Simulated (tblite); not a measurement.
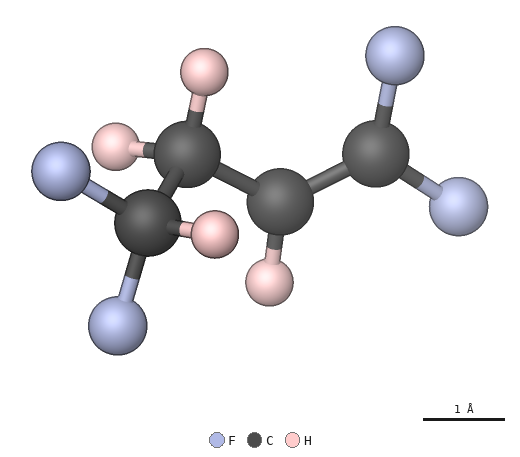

This is the input geometry for a relaxation of C4H4F4. The picture is a ball-and-stick view, seen at a tilt.

These are results of tblite 0.8.0, GFN2-xTB geometry optimisation, gas phase, not measurements.

```xyz
12

F     2.9854    0.4645    1.1483
C     1.7468    0.8193    0.6181
F     1.3625    2.1157    0.6330
C     0.9688   -0.1304    0.1177
C    -0.3722    0.1238   -0.4536
C    -1.4758   -0.6084    0.2595
F    -2.6815   -0.3023   -0.3539
F    -1.2983   -1.9768    0.2750
H     1.3250   -1.1732    0.1424
H    -0.4079   -0.2443   -1.5234
H    -0.6407    1.2053   -0.4670
H    -1.5107   -0.2939    1.3425
```

Q: Predict the outcome.

A: After 20 geometry steps the energy has fallen by 33.7 kJ/mol. The largest move after the best rigid fit is that of F1, 0.12 Å. Largest moves by element: F 0.12 Å, H 0.05 Å, C 0.04 Å. Among the contacts that change: F1–C2 1.393 → 1.325 Å, C5–H10 1.132 → 1.093 Å, C6–F7 1.387 → 1.353 Å, C6–H12 1.128 → 1.101 Å. Among the angles between lasting bonds that change: F1–C2–F3 119.5° → 109.7°, F1–C2–C4 118.9° → 124.8°, F3–C2–C4 121.6° → 125.5°.

History of the run:

```csv
step,"E − E(0), kJ/mol"
0,0.00
1,-18.65
2,-27.20
3,-30.71
4,-32.30
5,-32.80
6,-33.28
7,-33.44
8,-33.54
9,-33.63
10,-33.67
11,-33.69
12,-33.69
13,-33.71
14,-33.71
15,-33.72
16,-33.72
17,-33.73
18,-33.73
19,-33.73
20,-33.73
```

Final geometry:

```xyz
12

F     2.9355    0.5713    1.1467
C     1.7403    0.7842    0.6168
F     1.4543    2.0800    0.6638
C     0.9630   -0.1528    0.1125
C    -0.3777    0.1246   -0.4886
C    -1.4838   -0.5947    0.2799
F    -2.6841   -0.3522   -0.2953
F    -1.3046   -1.9360    0.2336
H     1.3085   -1.1739    0.1338
H    -0.4028   -0.2418   -1.5183
H    -0.5976    1.1924   -0.4853
H    -1.5496   -0.3017    1.3391
```

The end point in the same view:

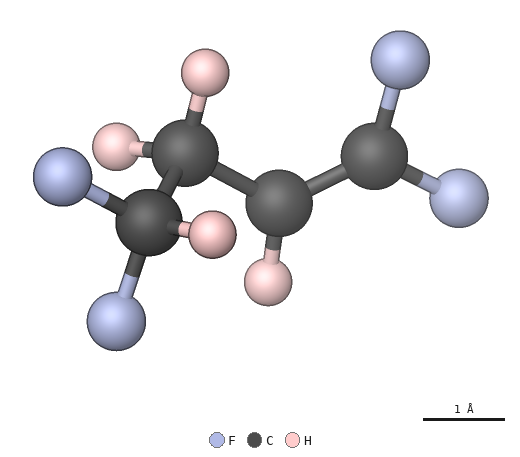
